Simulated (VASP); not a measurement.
# GePt with r2SCAN: from relaxation to properties, part 4 of 5

Wanted: the relaxed cell of GePt and its properties. The start is a cell from a database of measured crystal structures.

VASP 6.6.1; r2SCAN; plane waves and PAW (Ge_d, Pt).

So far. Step 5 (Bands along the symmetry lines (r2SCAN)): There is no gap at this level. Step 6 (Total and projected DOS (r2SCAN)): The finer mesh and the other smearing move the Fermi level by +0.04 eV from the 5×7×5 run, a small shift, which tests the Fermi level alone. Of the states within 0.3 eV of the Fermi level, the largest shares in the PAW spheres are Pt d 49 %, Ge p 14 % and Ge s 9 %. The relaxed cell has a, b, c = 5.760, 3.724, 6.122 Å (conventional setting).

## Step 7: Zone-centre phonons (r2SCAN)

Zone-centre modes test whether the atoms sit at a minimum within this cell. IBRION = 6 takes the force constants from differences of forces between displaced cells, so the forces must be tight.

INCAR

```
SYSTEM = GePt
PREC = Accurate
ENCUT = 410
EDIFF = 1E-08
NELM = 100
ISMEAR = 1
SIGMA = 0.2
LREAL = .FALSE.
ALGO = Normal
METAGGA = R2SCAN
LASPH = .TRUE.
NBANDS = 59
LORBIT = 11
LWAVE = .FALSE.
LCHARG = .FALSE.
KPAR = 4
IBRION = 6
NFREE = 2
POTIM = 0.015
ISIF = 2
NSW = 1
```

POSCAR

```
GePt
1.0
    5.7597635835      0.0000000000      0.0000000000
    0.0000000000      3.7237183874      0.0000000000
    0.0000000000      0.0000000000      6.1216618447
Ge Pt
4 4
Direct
    0.1870131780      0.2500000000      0.5878598857
    0.3129868220      0.7500000000      0.0878598857
    0.6870131780      0.2500000000      0.9121401143
    0.8129868220      0.7500000000      0.4121401143
    0.9973084321      0.2500000000      0.1936115873
    0.5026915679      0.7500000000      0.6936115873
    0.4973084321      0.2500000000      0.3063884127
    0.0026915679      0.7500000000      0.8063884127
```

KPOINTS

```
Automatic mesh
0
Gamma
5 8 5
0 0 0
```

Potentials, in the order of the species: Ge_d and Pt (PBE family, release 64).

Command:

```sh
$ mpirun -np 4 vasp_std
```

The program printed:

```text
[... set-up lines as in an earlier step ...]
 entering main loop
       N       E                     dE             d eps       ncg     rms          rms(c)
DAV:   1     0.904713390844E+03    0.90471E+03   -0.36835E+04  7065   0.377E+03
DAV:   2    -0.721440348091E+02   -0.97686E+03   -0.93117E+03  5310   0.982E+02
DAV:   3    -0.269100082415E+03   -0.19696E+03   -0.18463E+03  5644   0.225E+02
DAV:   4    -0.284006069055E+03   -0.14906E+02   -0.14468E+02  6232   0.720E+01
DAV:   5    -0.284455210659E+03   -0.44914E+00   -0.44684E+00  5969   0.128E+01    0.218E+01
DAV:   6    -0.265611791211E+03    0.18843E+02   -0.15019E+01  5555   0.207E+01    0.111E+01
DAV:   7    -0.265313153699E+03    0.29864E+00   -0.12936E+00  5807   0.689E+00    0.581E+00
DAV:   8    -0.265321383347E+03   -0.82296E-02   -0.16306E-01  6504   0.183E+00    0.130E+00
DAV:   9    -0.265304620359E+03    0.16763E-01   -0.53444E-02  6131   0.153E+00    0.236E-01
DAV:  10    -0.265305675253E+03   -0.10549E-02   -0.69771E-03  5630   0.345E-01    0.111E-01
DAV:  11    -0.265305700978E+03   -0.25724E-04   -0.34462E-04  7177   0.140E-01    0.598E-02
DAV:  12    -0.265305648510E+03    0.52468E-04   -0.44357E-05  6433   0.377E-02    0.131E-02
DAV:  13    -0.265305643585E+03    0.49250E-05   -0.11326E-05  6086   0.162E-02    0.266E-03
DAV:  14    -0.265305644190E+03   -0.60561E-06   -0.90194E-07  6142   0.663E-03    0.912E-04
DAV:  15    -0.265305643064E+03    0.11264E-05   -0.84916E-08  5132   0.200E-03    0.853E-04
DAV:  16    -0.265305643266E+03   -0.20173E-06   -0.21494E-08  3981   0.859E-04    0.217E-04
DAV:  17    -0.265305643305E+03   -0.39357E-07   -0.38732E-09  2973   0.346E-04    0.348E-05
DAV:  18    -0.265305643288E+03    0.16686E-07   -0.60805E-10  2943   0.177E-04    0.260E-05
DAV:  19    -0.265305643317E+03   -0.28613E-07   -0.19495E-10  2934   0.991E-05    0.595E-06
DAV:  20    -0.265305643326E+03   -0.93114E-08   -0.64591E-11  2910   0.560E-05
   1 F= -.26530564E+03 E0= -.26530625E+03  d E =0.183245E-02
 Found     6 degrees of freedom:
 Finite differences POTIM= 0.01500 DOF=   6
 bond charge predicted
       N       E                     dE             d eps       ncg     rms          rms(c)
DAV:   1    -0.265302898458E+03    0.27449E-02   -0.10020E+00  9023   0.460E+00    0.113E-01
DAV:   2    -0.265304573601E+03   -0.16751E-02   -0.10493E-02  9589   0.747E-01    0.668E-02
DAV:   3    -0.265304597048E+03   -0.23446E-04   -0.37317E-04 10199   0.450E-01    0.305E-02
DAV:   4    -0.265304604778E+03   -0.77306E-05   -0.57597E-05  9888   0.905E-02    0.133E-02
DAV:   5    -0.265304606862E+03   -0.20842E-05   -0.18888E-05  9820   0.118E-01    0.358E-03
DAV:   6    -0.265304607367E+03   -0.50453E-06   -0.31085E-06  9226   0.158E-02    0.157E-03
DAV:   7    -0.265304607485E+03   -0.11840E-06   -0.45741E-07  9495   0.112E-02    0.664E-04
DAV:   8    -0.265304607489E+03   -0.39799E-08   -0.42514E-08  6500   0.531E-03
   2 F= -.26530461E+03 E0= -.26530519E+03  d E =0.174206E-02
[... from here on, the cycles between the ionic steps are left out ...]
   3 F= -.26530453E+03 E0= -.26530517E+03  d E =0.193126E-02
   4 F= -.26530477E+03 E0= -.26530538E+03  d E =0.183004E-02
   5 F= -.26530477E+03 E0= -.26530538E+03  d E =0.183005E-02
   6 F= -.26530446E+03 E0= -.26530506E+03  d E =0.177138E-02
   7 F= -.26530467E+03 E0= -.26530530E+03  d E =0.189055E-02
   8 F= -.26530450E+03 E0= -.26530516E+03  d E =0.195297E-02
   9 F= -.26530444E+03 E0= -.26530500E+03  d E =0.168121E-02
  10 F= -.26530501E+03 E0= -.26530563E+03  d E =0.184742E-02
  11 F= -.26530501E+03 E0= -.26530563E+03  d E =0.184743E-02
  12 F= -.26530413E+03 E0= -.26530466E+03  d E =0.159061E-02
 Finite differences progress:
  Degree of freedom:   6/  6
  Displacement:        1/  2
  Total:              11/ 12
 bond charge predicted
       N       E                     dE             d eps       ncg     rms          rms(c)
DAV:   1    -0.265288895384E+03    0.15238E-01   -0.43011E+00  9070   0.558E+00    0.230E-01
DAV:   2    -0.265305340771E+03   -0.16445E-01   -0.70467E-02 10961   0.132E+00    0.150E-01
DAV:   3    -0.265305200084E+03    0.14069E-03   -0.17448E-03  9185   0.215E-01    0.111E-01
DAV:   4    -0.265305075671E+03    0.12441E-03   -0.10125E-03 10275   0.155E-01    0.287E-02
DAV:   5    -0.265305085625E+03   -0.99532E-05   -0.78506E-05 11994   0.868E-02    0.228E-02
DAV:   6    -0.265305075635E+03    0.99895E-05   -0.20199E-05  8258   0.237E-02    0.125E-02
DAV:   7    -0.265305072972E+03    0.26632E-05   -0.13455E-05  8174   0.236E-02    0.281E-03
DAV:   8    -0.265305073124E+03   -0.15239E-06   -0.12728E-06 11084   0.888E-03    0.922E-04
DAV:   9    -0.265305073110E+03    0.13770E-07   -0.60430E-08  7796   0.302E-03    0.598E-04
DAV:  10    -0.265305073096E+03    0.14179E-07   -0.15943E-08  4720   0.105E-03    0.184E-04
DAV:  11    -0.265305073089E+03    0.75597E-08   -0.64830E-09  4264   0.932E-04
  13 F= -.26530507E+03 E0= -.26530576E+03  d E =0.206739E-02
 Finite differences progress:
  Degree of freedom:   6/  6
  Displacement:        2/  2
  Total:              12/ 12
```

Run time: 68 min. Hardware: 4 MPI ranks of AMD EPYC 7R43, shared host; peak memory 2.8 GiB.

OUTCAR, selected parts (step 7):

```text
   k-points           NKPTS =     45   k-points in BZ     NKDIM =     45   number of bands    NBANDS=     59

   NELECT =      96.0000    total number of electrons

 E-fermi :   9.4085

 k-point     1 :       0.0000    0.0000    0.0000
  band No.  band energies     occupation
    ...
     44       6.5866      2.00000
     45       6.7932      2.00000
     46       7.8451      2.00000
     47       7.8806      2.00000
     48       8.4057      2.00000
     49      10.1459     -0.00000
     50      10.4465     -0.00000
     51      12.4873     -0.00000
     52      12.8565     -0.00000
     53      12.9465     -0.00000
    ...

  Total       -0.0593685     -0.0647276     -0.1999476      0.0000000      0.0000000      0.0481472
  in kB       -0.7244620     -0.7898579     -2.4399220      0.0000000      0.0000000      0.5875307
  external PRESSURE =      -1.3180806 kB  Pullay stress =       0.0000000 kB

 POSITION                                       TOTAL-FORCE (eV/Angst)
 -----------------------------------------------------------------------------------
      1.07715      0.93093      3.59868        -0.002328      0.000000     -0.032845
      1.80273      2.79279      0.53785        -0.003999      0.000000     -0.011865
      3.95703      0.93093      5.58381        -0.034675      0.000000     -0.026575
      4.68261      2.79279      2.52298         0.026204      0.000000     -0.036204
      5.74426      0.93093      1.17022         0.011614      0.000000      0.106730
      2.89538      2.79279      4.24606        -0.001264      0.000000     -0.022991
      2.86438      0.93093      1.87561        -0.002818      0.000000      0.036422
      0.01550      2.79279      4.93644         0.007267      0.000000     -0.012672
 -----------------------------------------------------------------------------------
    total drift:                               -0.000217      0.000000     -0.000156

  FREE ENERGIE OF THE ION-ELECTRON SYSTEM (eV)
  ---------------------------------------------------
  free  energy   TOTEN  =      -265.3050730887 eV

  energy  without entropy=     -265.3071404824  energy(sigma->0) =     -265.30576222

 Eigenvectors and eigenvalues of the dynamical matrix
 ----------------------------------------------------

   1 f  =    7.630829 THz    47.945913 2PiTHz  254.537059 cm-1    31.558559 meV
             X         Y         Z           dx          dy          dz
      1.077152  0.930930  3.598679     0.410660   -0.000000   -0.245821
      1.802730  2.792789  0.537849     0.410660   -0.000000    0.245821
      3.957033  0.930930  5.583813    -0.410660    0.000000   -0.245821
      4.682612  2.792789  2.522982    -0.410660   -0.000000    0.245821
      5.744261  0.930930  1.185225     0.144395    0.000000    0.009003
      2.895385  2.792789  4.246056     0.144395   -0.000000   -0.009003
      2.864379  0.930930  1.875606    -0.144395    0.000000    0.009003
      0.015503  2.792789  4.936437    -0.144395    0.000000   -0.009003

   2 f  =    7.357530 THz    46.228725 2PiTHz  245.420786 cm-1    30.428286 meV
             X         Y         Z           dx          dy          dz
      1.077152  0.930930  3.598679     0.200899   -0.000000   -0.439945
      1.802730  2.792789  0.537849     0.200899    0.000000    0.439945
      3.957033  0.930930  5.583813     0.200899    0.000000    0.439945
      4.682612  2.792789  2.522982     0.200899    0.000000   -0.439945
      5.744261  0.930930  1.185225    -0.122833   -0.000000    0.031629
      2.895385  2.792789  4.246056    -0.122833   -0.000000   -0.031629
      2.864379  0.930930  1.875606    -0.122833   -0.000000   -0.031629
      0.015503  2.792789  4.936437    -0.122833    0.000000    0.031629

   3 f  =    6.941131 THz    43.612411 2PiTHz  231.531199 cm-1    28.706197 meV
             X         Y         Z           dx          dy          dz
      1.077152  0.930930  3.598679    -0.328846   -0.000000    0.303060
[...]
3.957033  0.930930  5.583813    -0.284676   -0.000000    0.362800
      4.682612  2.792789  2.522982    -0.284676    0.000000   -0.362800
      5.744261  0.930930  1.185225    -0.189687   -0.000000   -0.036814
      2.895385  2.792789  4.246056    -0.189687    0.000000    0.036814
      2.864379  0.930930  1.875606     0.189687   -0.000000   -0.036814
      0.015503  2.792789  4.936437     0.189687    0.000000    0.036814

   7 f  =    5.548027 THz    34.859283 2PiTHz  185.062267 cm-1    22.944786 meV
             X         Y         Z           dx          dy          dz
      1.077152  0.930930  3.598679    -0.000000   -0.475437   -0.000000
      1.802730  2.792789  0.537849    -0.000000   -0.475437    0.000000
      3.957033  0.930930  5.583813    -0.000000    0.475437   -0.000000
      4.682612  2.792789  2.522982     0.000000    0.475437    0.000000
      5.744261  0.930930  1.185225     0.000000   -0.154790    0.000000
      2.895385  2.792789  4.246056    -0.000000   -0.154790   -0.000000
      2.864379  0.930930  1.875606    -0.000000    0.154790   -0.000000
      0.015503  2.792789  4.936437     0.000000    0.154790    0.000000

   8 f  =    5.369667 THz    33.738614 2PiTHz  179.112817 cm-1    22.207149 meV
             X         Y         Z           dx          dy          dz
      1.077152  0.930930  3.598679    -0.000000    0.427461   -0.000000
      1.802730  2.792789  0.537849    -0.000000    0.427461    0.000000
      3.957033  0.930930  5.583813     0.000000    0.427461   -0.000000
      4.682612  2.792789  2.522982    -0.000000    0.427461    0.000000
      5.744261  0.930930  1.185225    -0.000000   -0.259379   -0.000000
      2.895385  2.792789  4.246056    -0.000000   -0.259379   -0.000000
      2.864379  0.930930  1.875606     0.000000   -0.259379    0.000000
      0.015503  2.792789  4.936437     0.000000   -0.259379   -0.000000

   9 f  =    5.319523 THz    33.423549 2PiTHz  177.440187 cm-1    21.999769 meV
             X         Y         Z           dx          dy          dz
      1.077152  0.930930  3.598679    -0.000000    0.483133   -0.000000
      1.802730  2.792789  0.537849    -0.000000   -0.483133    0.000000
      3.957033  0.930930  5.583813    -0.000000   -0.483133    0.000000
      4.682612  2.792789  2.522982     0.000000    0.483133    0.000000
      5.744261  0.930930  1.185225    -0.000000   -0.128775   -0.000000
      2.895385  2.792789  4.246056    -0.000000    0.128775   -0.000000
      2.864379  0.930930  1.875606     0.000000    0.128775   -0.000000
      0.015503  2.792789  4.936437     0.000000   -0.128775   -0.000000

  10 f  =    4.578567 THz    28.767983 2PiTHz  152.724544 cm-1    18.935422 meV
             X         Y         Z           dx          dy          dz
      1.077152  0.930930  3.598679    -0.266760    0.000000   -0.409531
      1.802730  2.792789  0.537849     0.266760    0.000000   -0.409531
      3.957033  0.930930  5.583813    -0.266760    0.000000    0.409531
      4.682612  2.792789  2.522982     0.266760    0.000000    0.409531
      5.744261  0.930930  1.185225    -0.031187   -0.000000    0.100750
      2.895385  2.792789  4.246056     0.031187    0.000000    0.100750
      2.864379  0.930930  1.875606    -0.031187   -0.000000   -0.100750
      0.015503  2.792789  4.936437     0.031187   -0.000000   -0.100750

  11 f  =    4.356947 THz    27.375505 2PiTHz  145.332104 cm-1    18.018876 meV
             X         Y         Z           dx          dy          dz
      1.077152  0.930930  3.598679     0.127474    0.000000    0.217346
      1.802730  2.792789  0.537849    -0.127474    0.000000    0.217346
      3.957033  0.930930  5.583813    -0.127474    0.000000    0.217346
      4.682612  2.792789  2.522982     0.127474   -0.000000    0.217346
    [... 144 further lines ...]
      2.895385  2.792789  4.246056    -0.430317   -0.000000   -0.004521
      2.864379  0.930930  1.875606    -0.430317   -0.000000   -0.004521
      0.015503  2.792789  4.936437    -0.430317   -0.000000    0.004521

 ELASTIC MODULI CONTR FROM IONIC RELAXATION (kBar)
 Direction    XX          YY          ZZ          XY          YZ          ZX
 --------------------------------------------------------------------------------
 XX        -237.3884    -40.4317   -305.7303     -0.0000      0.0000      0.0000
 YY         -40.4317   -387.5076     44.0492      0.0000     -0.0000      0.0000
 ZZ        -305.7303     44.0492   -426.5216     -0.0000      0.0000      0.0000
 XY          -0.0000      0.0000     -0.0000    -52.6759      0.0000     -0.0000
 YZ           0.0000     -0.0000      0.0000      0.0000   -201.6495     -0.0000
 ZX           0.0000      0.0000      0.0000     -0.0000     -0.0000    -70.6576
 --------------------------------------------------------------------------------

[... 7 parts as in an earlier step ...]

[... 9 further parts left out ...]
```

CONTCAR:

```
GePt
   1.00000000000000
     5.7597635834999998    0.0000000000000000    0.0000000000000000
     0.0000000000000000    3.7237183873999999    0.0000000000000000
     0.0000000000000000    0.0000000000000000    6.1216618447000002
  Ge              Pt
     4     4
Direct
     0.1870131780000008    0.2500000000000000    0.5878598856999986
     0.3129868219999992    0.7500000000000000    0.0878598856999986
     0.6870131780000008    0.2500000000000000    0.9121401143000014
     0.8129868219999992    0.7500000000000000    0.4121401143000014
     0.9973084320999986    0.2500000000000000    0.1911612722743505
     0.5026915679000012    0.7500000000000000    0.6936115872999977
     0.4973084320999988    0.2500000000000000    0.3063884127000023
     0.0026915679000012    0.7500000000000000    0.8063884127000023
```

The last energy, forces, stress and levels in OUTCAR belong to the last displaced cell, not to the cell of POSCAR.

Numbers from this step:

| Property | Result |
| --- | --- |
| bands | 59 |
| irreducible k-points | 45 |
| pressure of the cell | -0.1001 GPa |
| largest force of the cell | 0.03215 eV/Å |

Modes at Γ, with each element's share of the kinetic energy:

```csv
mode,frequency (cm⁻¹),symmetry,Ge %,Pt %
1,-2.0,acoustic,26,74
2,-1.7,acoustic,28,72
3,-0.4,acoustic,27,73
4,36.1,Au,7,93
5,66.0,Bg,10,90
6,71.9,Bg,20,80
7,75.8,Bu,10,90
8,76.5,Ag,2,98
9,108.9,Ag,18,82
10,117.8,Bu,67,33
11,124.5,Bg,21,79
12,128.8,Bg,2,98
13,142.1,Bu,71,29
14,145.3,Bu,25,75
15,152.7,Ag,96,4
16,177.4,Au,93,7
17,179.1,Bu,73,27
18,185.1,Bg,90,10
19,190.8,Bg,85,15
20,192.9,Bg,80,20
21,217.5,Ag,85,15
22,231.5,Bu,80,20
23,245.4,Bu,94,6
24,254.5,Bg,92,8
```

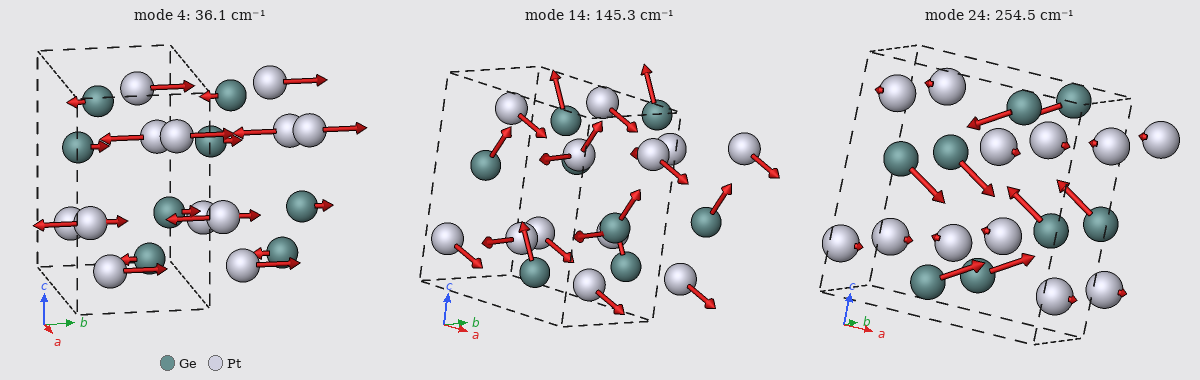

Displacement patterns of modes 4, 14 and 24 at Γ; arrows are exaggerated. 1×2×1 cells are drawn. Some periodic images of atoms are drawn too.

The three acoustic modes lie within 2.0 cm⁻¹ of zero, and all others are real. By the characters of their eigenvectors the optical modes sort into (cm⁻¹) Raman active: Bg 66, Bg 72, Ag 76, Ag 109, Bg 125, Bg 129, Ag 153, Bg 185, Bg 191, Bg 193 and more; infrared active: Bu 76, Bu 118, Bu 142, Bu 145, Bu 179, Bu 232, Bu 245; silent: Au 36, Au 177. B labels carry no number here, since it depends on the setting of the axes. With a centre of inversion no mode is active in both.

[end of part 4 of 5]

[Lines on the potential files, build, host, timing and source positions are cut from VASP's logs without a mark.]

[Logs are printed without paths, hosts, clocks, repeated set-up lines and the standing remarks that a program may print on its own settings, such as how far it seeks lower states.]

[Hosts, paths, dates, database ids (printed as entryN), source tags and the programs' standing remarks are cut or masked in the printed files.]

[A measured line is paired with the nearest computed mode of its activity, which favours agreement.]
